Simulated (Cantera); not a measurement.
Input: 1 mol Fe, 2.4 mol SO2, 1.5 mol CO, at 19.0 Pa.

Method: chemical equilibrium by Gibbs-energy minimisation in Cantera with the NASA 1993 tables (ideal gas, pure condensed phases). Candidate condensed phases: C, Fe, Fe(CO)5, FeO, FeS, FeSO4, FeS2, Fe2O3, Fe2(SO4)3, Fe3O4, S; 25 gas species. The tables' stoichiometric FeO is somewhat more stable than real wüstite, so its field is too wide. FeO: taken at fixed stoichiometry. Rates play no part.

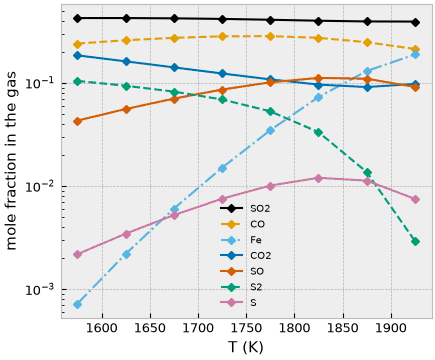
Fig. 1. Equilibrium gas composition (values under 1e-9 drawn at 1e-9)

**Question.** Read off the mole fractions at 1825 K.

**Answer.** SO2 about 0.40, CO about 0.27, SO about 0.11, CO2 about 0.096, Fe about 0.073, S2 about 0.033, S about 0.012.
